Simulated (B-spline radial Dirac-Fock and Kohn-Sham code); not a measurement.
The promethium atom. The calculation used Dirac partial waves in the static Dirac–Fock field with Furness–McCarthy exchange, no polarisation or absorption (a B-spline radial atomic code).

Predict the main features of the following plot. Differential cross section for elastic electron scattering against angle at 2.28 keV, computed at the marked angles.

At 2.28 keV the cross section is 484 bohr²/sr at 0°, 0.044 at 90° and 0.22 at 180°, with a minimum near 120°; the integral is 8.17 bohr².

The result:

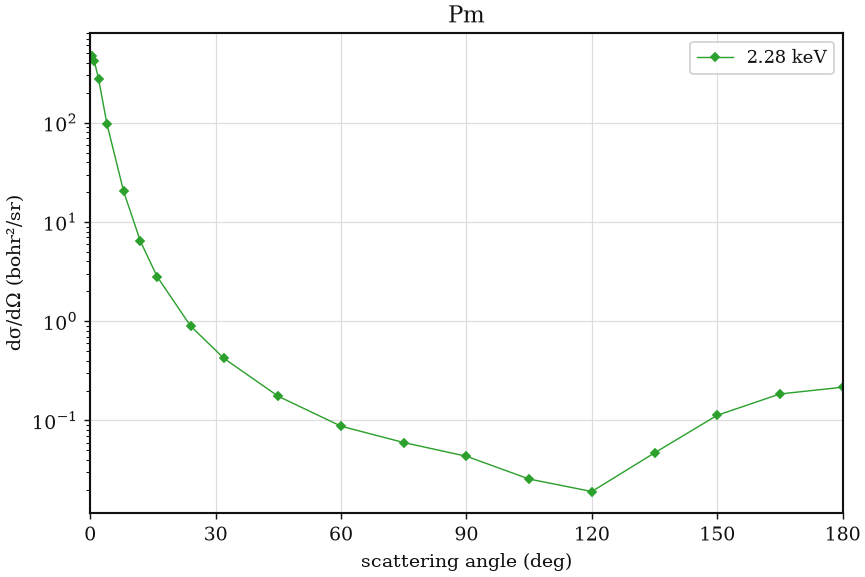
